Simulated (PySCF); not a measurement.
```xyz
17

C    -0.7201   -1.4058   -0.4551
C    -0.6265    0.1243   -0.5106
Si   -2.1848    0.9221    0.2588
Si    0.9575    0.7737    0.2997
F     0.8427    0.5697    1.9045
C     2.5019   -0.2466   -0.1653
Cl    2.8043   -0.1184   -1.9196
H     0.0921   -1.8710   -1.0117
H    -0.6761   -1.7580    0.5736
H    -1.6592   -1.7486   -0.8870
H    -0.6028    0.4150   -1.5651
H    -2.2799    0.5719    1.6741
H    -3.3569    0.4053   -0.4549
H    -2.1068    2.3745    0.0961
H     1.2097    2.1940    0.1183
H     2.3987   -1.3066    0.0564
H     3.3990    0.1166    0.3310
```

Geometry: GFN2-xTB.

These are results of PBE0/pcSseg-1, SCF density, gas phase, non-relativistic in PySCF 2.14.0, not measurements.

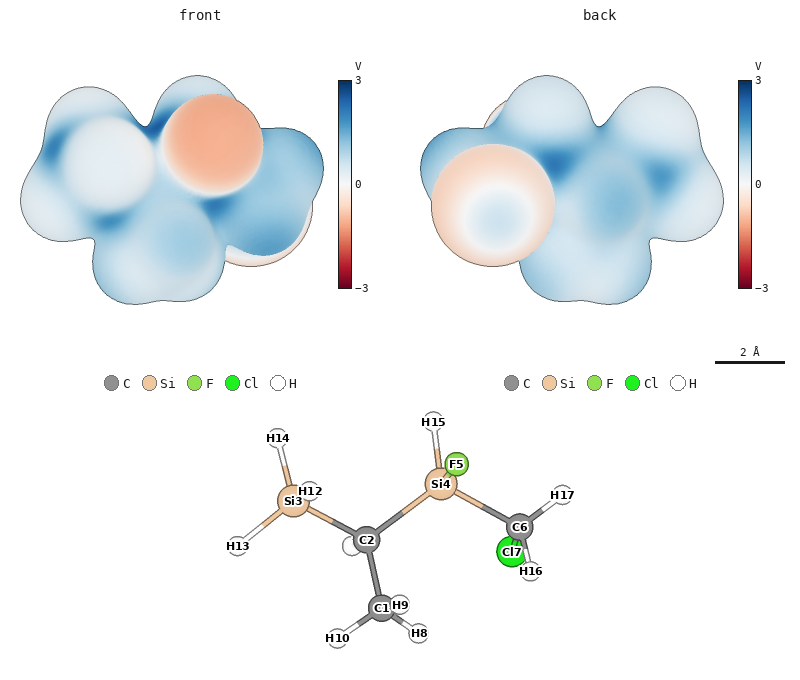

C3H10ClFSi2. The electrostatic potential painted on the density surface at 0.004 e/bohr³, seen from the front and from behind; red is negative and blue positive. The bare structure is drawn below in the same view.

Q: Where is the surface potential most negative and most positive?

A: The most negative region (about −1.1 V, or −25 kcal/mol for a unit charge) lies over F5, the most positive (about +2.2 V, or +51 kcal/mol for a unit charge) over Si3 and Si4. Cl7 shows a σ-hole: about +0.6 V, or +14 kcal/mol for a unit charge at the tip opposite its bond, against about −0.4 V, or −9 kcal/mol for a unit charge on its flanks.

Q: What dipole moment does the calculation give?

A: Its dipole moment is 0.78 D.
